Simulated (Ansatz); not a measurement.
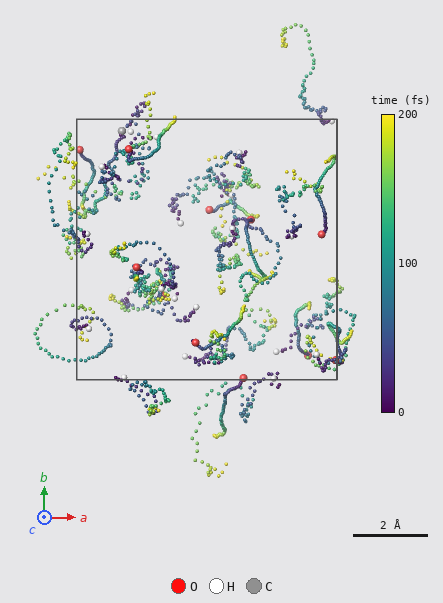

First-principles dynamics of a periodic cell with 10 H2O + 1 H2CO at 0.967 g/cm³, 200 fs long. It starts from the last geometry of an earlier run, with fresh velocities. Dots mark each atom's position at evenly spaced times, coloured by time; spheres stand at the starting positions. Seen along the c axis in the simulation cell.

The calculation used Ansatz 0.2.0, DFT PBE-D3(BJ), scalar-relativistic, plane waves, PAW. Settings: plane-wave cutoff 420 eV; k-point mesh 1 × 1 × 1; Fermi-Dirac smearing 0.02 eV; low-accuracy preset; Nosé-Hoover thermostat (NVT); set temperature 1500 K; time step 0.5 fs; thermostat time 50.0 fs.

Input
```yaml
accuracy: low
crystal:
  lattice:
    - [7.120367, 0.0, 0.0]
    - [0.0, 7.120367, 0.0]
    - [0.0, 0.0, 7.120367]
  atoms:
    - { symbol: O, position: [0.20024721, 0.88507445, 0.98427349] }
    - { symbol: H, position: [0.18226702, 1.00797, 0.92912189] }
    - { symbol: H, position: [0.09712664, 0.81733452, 0.91279792] }
    - { symbol: O, position: [0.23009033, 0.43124274, 0.96402951] }
    - { symbol: H, position: [0.21102073, 0.34393442, 1.08067439] }
    - { symbol: H, position: [0.32559558, 0.34766563, 0.90048761] }
    - { symbol: O, position: [0.33070557, 0.32121111, 0.45521788] }
    - { symbol: H, position: [0.37715807, 0.31104055, 0.33060997] }
    - { symbol: H, position: [0.45940597, 0.27844067, 0.49576512] }
    - { symbol: O, position: [0.45699783, 0.14175114, -0.04620227] }
    - { symbol: H, position: [0.55066611, 0.08380124, -0.12462323] }
    - { symbol: H, position: [0.41644008, 0.08905067, 0.0704833] }
    - { symbol: O, position: [-0.00572783, 0.07453676, 0.74168987] }
    - { symbol: H, position: [0.04760565, 0.19502084, 0.72478856] }
    - { symbol: H, position: [-0.07798527, 0.09624165, 0.85629363] }
    - { symbol: O, position: [0.9413244, 0.55783987, 0.8237026] }
    - { symbol: H, position: [1.04040992, 0.55918458, 0.92425691] }
    - { symbol: H, position: [0.82614754, 0.55101874, 0.86316891] }
    - { symbol: O, position: [0.88894839, 0.09194125, 0.07587334] }
    - { symbol: H, position: [0.98003612, -0.00733853, 0.11676331] }
    - { symbol: H, position: [0.76681115, 0.10663441, 0.15028111] }
    - { symbol: O, position: [0.66945363, 0.61404674, 0.49860567] }
    - { symbol: H, position: [0.59808179, 0.57945716, 0.5990493] }
    - { symbol: H, position: [0.60085496, 0.55905138, 0.39971117] }
    - { symbol: O, position: [0.64085669, 0.00604084, 0.59028362] }
    - { symbol: H, position: [0.6248095, -0.12929496, 0.53131382] }
    - { symbol: H, position: [0.75665268, 0.00409266, 0.6401102] }
    - { symbol: O, position: [0.51001998, 0.65208288, 0.1378911] }
    - { symbol: H, position: [0.59646128, 0.70809191, 0.03075891] }
    - { symbol: H, position: [0.40014397, 0.60015335, 0.08354383] }
    - { symbol: O, position: [0.01212453, 0.88271023, 0.45541178] }
    - { symbol: C, position: [0.17409325, 0.95461909, 0.4495546] }
    - { symbol: H, position: [0.20820439, 0.95206884, 0.30006833] }
    - { symbol: H, position: [0.30752926, 0.93157633, 0.51775392] }
basis:
  ecutwfc: 420.0
kpoints:
  mp_grid: { grid: [1, 1, 1] }
hamiltonian:
  xc: pbe
  dispersion: d3bj
scf:
  occupations: { method: fermi_dirac, width: 0.02 }
  lower_state_search: "off"
md:
  timestep: 0.5
  n_steps: 400
  ensemble: nvt_nose_hoover
  temperature: 1500.0
  initial_velocities: maxwell_boltzmann
  seed: 938694
  nose_hoover: { tau: 50.0, chain_length: 3 }
```

Run as
```bash
ansatz run input.yaml --threads 1 --pin off --max-ram 3072MiB --backend cpu --events-out ev --progress --plain --runs-dir out
```

Question: Describe the motion.

Answer: Root-mean-square distances from the starting positions over the second half, with the common drift of all atoms taken out: C 2.35 Å, H 1.99 Å, O 1.48 Å. The molecules turn and drift from their places. The mean temperature in the second half is 1224 K (standard deviation 125 K). The potential energy in the second half lies on average 25.7 meV per atom below the first frame. The conserved quantity stays between −0.77 and 0.68 meV per atom of its start. A straight-line fit has a slope that amounts to −0.37 meV per atom over 200 fs (0.2 % of the mean kinetic energy), and the ripple about it is 1.0 % of the kinetic energy's fluctuation. With a drift under 2 % and a ripple under 7 %, the integration is accurate.

Limits of the set-up: the program's low-accuracy preset was used; the periodic images lie only 7.1 Å apart, so the values are limited by the cell's size.

The run took 13 min on 1 thread of Arm Neoverse V1, on a shared host, peak memory 0.4 GiB.
